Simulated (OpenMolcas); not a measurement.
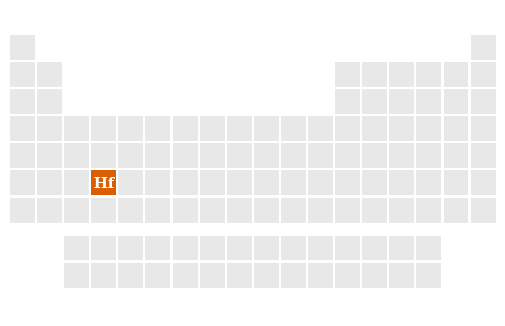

*The place of hafnium in the periodic table.*

## Multiconfigurational calculation, with input and output: Hf⁺

System: Hf⁺.
Method: state-averaged MS-CASPT2, IPEA shift 0.25, imaginary shift 0.1 hartree, semicore shells correlated, active space 3 electrons in the shells 5d 6s, basis ANO-RCC-VTZP, X2C scalar Hamiltonian, spin-orbit coupling by RASSI with atomic mean-field integrals (OpenMolcas).

Input file:
```
&GATEWAY
Coord
1

Hf 0.0 0.0 0.0
Basis=ANO-RCC-VTZP
Group=XYZ
NoMove
AngMom=0.0 0.0 0.0
AMFI
RX2C
&SEWARD
&RASSCF
FileOrb=start.orb
Symmetry=1
Spin=4
nActEl=3 0 0
Inactive=15 19
Ras2=6 0
CIRoot=20 20 1
SDav=20
CIMx=300
Iter=120 100
PrWF=0.3
OrbListing=Nothing
MaxOrb=0
Atom
>>> COPY $Project.JobIph JOB001
&RASSCF
FileOrb=start.orb
Symmetry=1
Spin=2
nActEl=3 0 0
Inactive=15 19
Ras2=6 0
CIRoot=49 49 1
SDav=70
CIMx=300
Iter=120 100
PrWF=0.3
OrbListing=Nothing
MaxOrb=0
Atom
>>> COPY $Project.JobIph JOB002
&RASSI
NrOfJobIphs=2 20 49
1 2 3 4 5 6 7 8 9 10 11 12 13 14 15 16 17 18 19 20
1 2 3 4 5 6 7 8 9 10 11 12 13 14 15 16 17 18 19 20 21 22 23 24 25 26 27
28 29 30 31 32 33 34 35 36 37 38 39 40 41 42 43 44 45 46 47 48 49
IphNames
JOB001
JOB002
EJob
SpinOrbit
DIPRint=1.0
SOCoupling=1000.0
Subsets=2
MEES
Property=10
'ANGMOM' 1 'ANGMOM' 2 'ANGMOM' 3 'MLTPL  1' 1 'MLTPL  1' 2 'MLTPL  1' 3
'AMFI' 1 'AMFI' 2 'AMFI' 3 'MLTPL  2' 6
SOProperty=3
'ANGMOM' 1 'ANGMOM' 2 'ANGMOM' 3
>>> COPY JOB001 $Project.JobIph
&CASPT2
Multistate=20 1 2 3 4 5 6 7 8 9 10 11 12 13 14 15 16 17 18 19 20
Frozen=34 36
IPEA=0.25
Imaginary=0.1
MaxIter=60
WThr=0.0 0.3 0.05
PrWF=0.5
NoMix
```

The file start.orb holds starting orbitals from an earlier step.

Hardware: 1 thread of AMD EPYC (Zen 5), 450 GiB of memory available, shared host.

Run as:
```bash
OMP_NUM_THREADS=1 MOLCAS_MEM=2252 MOLCAS_PROJECT=a pymolcas a.inp > a.log  # once for each step of the input, in one work folder
```

Log (extracts):
```
|       MOLCAS_SOURCE = [file]
  |    MOLCAS_STRUCTURE = 0
  |
   -----------------------------------------------------------------------------------------
++ ---------   Input file   ---------
>>> COPY JOB001 $Project.JobIph
&CASPT2
Multistate=20 1 2 3 4 5 6 7 8 9 10 11 12 13 14 15 16 17 18 19 20
Frozen=34 36
IPEA=0.25
Imaginary=0.1
MaxIter=60
WThr=0.0 0.3 0.05
PrWF=0.5
NoMix
-- ----------------------------------
>>> COPY JOB001 a.JobIph
*** symbolic link created: INPORB -> a.RasOrb
--- Start Module: caspt2 at  ---
()()()()()()()()()()()()()()()()()()()()()()()()()()()()()()()()()()()()()()()()()()()()()()()()()()
                                              &CASPT2
                                   only a single process is used
                       available to each process: 2.3 GB of memory, 1 thread
()()()()()()()()()()()()()()()()()()()()()()()()()()()()()()()()()()()()()()()()()()()()()()()()()()
 ###    WARNING: User changed nr of frozen orbitals.                         ###
 ###    ERROR: Too many frozen orbitals!                                     ###
--- Stop Module: caspt2 at  /rc=_RC_INPUT_ERROR_ ---
.####################.
.# User input error #.
.####################.
```

Outcome:

- outcome: refused by the program

Diagnosis:

The input is odd on purpose: too many frozen. The program refused the input; the driver noted: CASPT2 spin 4: _RC_INPUT_ERROR_.
